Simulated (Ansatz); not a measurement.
# CCSD(T)/3-21G run of [AlH4]− (SMILES [H][Al-]([H])([H])[H])

What is the vertical ionisation energy of [AlH4]− at CCSD(T)/3-21G? 

The results are computed with Ansatz 0.2.0.

6 further runs of the same task are left out: 6 that didn't finish.

### Step 1. The system as given

The species is [AlH4]− (5 atoms), meant as a singlet with charge -1. As SMILES, `[H][Al-]([H])([H])[H]`. The shape comes from GFN2-xTB, which is rough for such elements, and wasn't checked as a minimum.

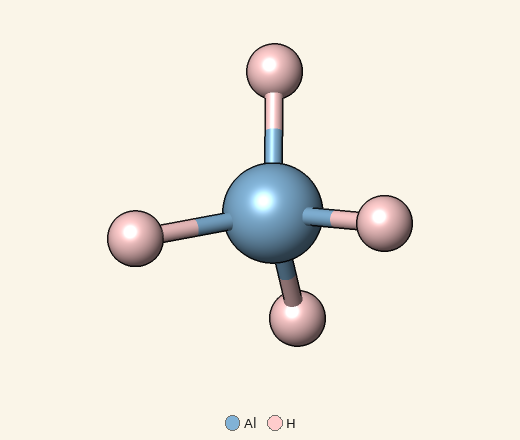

Viewed from a chosen angle; aluminium light blue, hydrogen pink.

### Step 2. The energy at CCSD(T)/3-21G

in.yaml reads:

```yaml
crystal:
  periodic: [false, false, false]
  atoms:
    - {symbol: Al, position_ang: [-0.001450, -0.001080, -0.000010]}
    - {symbol: H, position_ang: [0.012860, -0.019320, 1.627070]}
    - {symbol: H, position_ang: [1.530040, 0.013000, -0.552880]}
    - {symbol: H, position_ang: [-0.773910, 1.334120, -0.520140]}
    - {symbol: H, position_ang: [-0.767540, -1.326720, -0.554050]}
basis:
  gaussian:
    orbitals: 3-21G.json
total_charge: -1
correlation:
  method: ccsd_t
  frozen_orbitals: {Al: 5, H: 0}
accuracy: high
scf:
  omitted_lower_state_checks: [cluster_reference, increment]
```

The basis set 3-21G is read from a file made from the Basis Set Exchange's data (not shown).

Launch:

```console
$ ansatz run in.yaml --threads 1 --pin off --max-ram 2610MiB --events-out events.jsonl --progress --plain --runs-dir runs
```

Log, cut to the lines that bear on the results:

```text
Warning: RAYON_NUM_THREADS=1 ignored (pool sized by the plan → 1); use --threads N
Functional definition: HF
  name "HF"
[...]
425 factors; integrals over basis functions are off by at most 2.7e-9 eV
[...]
mean field -6609.00063812 eV, -242.8762937094 hartree, gradient 6.6e-8 eV, S^2 0.000000; 0 other end points of the search recorded, 0 dependent functions left out
5 core orbitals not correlated: weight in the atoms' cores, before any rotation towards them, 1.000 or more for the frozen orbitals, at most 0.000 for the correlated occupied ones
reference -6609.00063812 eV, -242.8762937094 hartree; 4, 4 occupied and 12, 12 virtual orbitals, 425 factors
second order -1.45786819 eV of doubles, -0.00000000 eV of singles
cycle   1  -1.83557798 eV  change   -3.8e-1 eV  update   5.4e-2
[...]
cycle  17  -2.03693441 eV  change  -1.0e-10 eV  update  4.7e-10
perturbative correction -0.02279196 eV, -0.0008375893 hartree
Total energy: -6611.06036449 eV, -242.9519872574 hartree
Checks for a lower state left out: cluster_reference, increment
```

Run time: 0.18 s. Hardware: 1 thread of Arm Neoverse V1, shared host.

### Step 3. Doublet neutral AlH4 at the same level

run.yaml reads:

```yaml
crystal:
  periodic: [false, false, false]
  atoms:
    - {symbol: Al, position_ang: [-0.001450, -0.001080, -0.000010]}
    - {symbol: H, position_ang: [0.012860, -0.019320, 1.627070]}
    - {symbol: H, position_ang: [1.530040, 0.013000, -0.552880]}
    - {symbol: H, position_ang: [-0.773910, 1.334120, -0.520140]}
    - {symbol: H, position_ang: [-0.767540, -1.326720, -0.554050]}
basis:
  gaussian:
    orbitals: 3-21G.json
magnetization:
  spin_polarized: true
  initial_magnetization: 1
correlation:
  method: ccsd_t
  frozen_orbitals: {Al: 5, H: 0}
accuracy: high
scf:
  omitted_lower_state_checks: [cluster_reference, increment]
```

The basis set 3-21G is read from a file made from the Basis Set Exchange's data (not shown).

Launch:

```console
$ ansatz run run.yaml --threads 1 --pin off --max-ram 2610MiB --events-out events.jsonl --progress --plain --runs-dir runs
```

Log, cut to the lines that bear on the results:

```text
Warning: RAYON_NUM_THREADS=1 ignored (pool sized by the plan → 1); use --threads N
Functional definition: HF
  name "HF"
[...]
424 factors; integrals over basis functions are off by at most 3.4e-9 eV
[...]
mean field -6605.03367658 eV, -242.7305105617 hartree, gradient 6.7e-8 eV, S^2 0.762209; 6 other end points of the search recorded, 0 dependent functions left out
5 core orbitals not correlated: weight in the atoms' cores, before any rotation towards them, 1.000 or more for the frozen orbitals, at most 0.000 for the correlated occupied ones
reference -6605.03367658 eV, -242.7305105617 hartree; 4, 3 occupied and 12, 13 virtual orbitals, 424 factors
second order -1.26406024 eV of doubles, -0.00000000 eV of singles
cycle   1  -1.62119463 eV  change   -3.6e-1 eV  update   6.0e-2
[...]
cycle  31  -1.87364018 eV  change   1.2e-10 eV  update  5.4e-10
perturbative correction -0.03128529 eV, -0.0011497132 hartree
Total energy: -6606.93860205 eV, -242.8005152815 hartree
Checks for a lower state left out: cluster_reference, increment
```

Run time: 0.42 s. Hardware: 1 thread of Arm Neoverse V1, shared host.

### Step 4. Results

Level: CCSD(T)/3-21G, 5 core orbitals frozen.

| quantity | value |
| --- | --- |
| singlet [AlH4]−: total energy | -242.95199 Eh |
| singlet [AlH4]−: correlation energy (5 core orbitals frozen) | -75.7 mEh |
| singlet [AlH4]−: (T) correction | -0.84 mEh |
| singlet [AlH4]−: T1 diagnostic | 0.014 |
| doublet neutral AlH4: total energy | -242.80052 Eh |
| doublet neutral AlH4: correlation energy (5 core orbitals frozen) | -70.0 mEh |
| doublet neutral AlH4: (T) correction | -1.15 mEh |
| doublet neutral AlH4: ⟨S²⟩ of the reference determinant | 0.762 |
| doublet neutral AlH4: T1 diagnostic | 0.027 |
| vertical detachment energy (to the doublet neutral) | 4.122 eV |

What this shows: The vertical ionisation energy comes to 4.12 eV (398 kJ/mol). The triples (singlet [AlH4]−) make up 1.1 % of the correlation energy. The triples (doublet neutral AlH4) make up 1.6 % of the correlation energy.
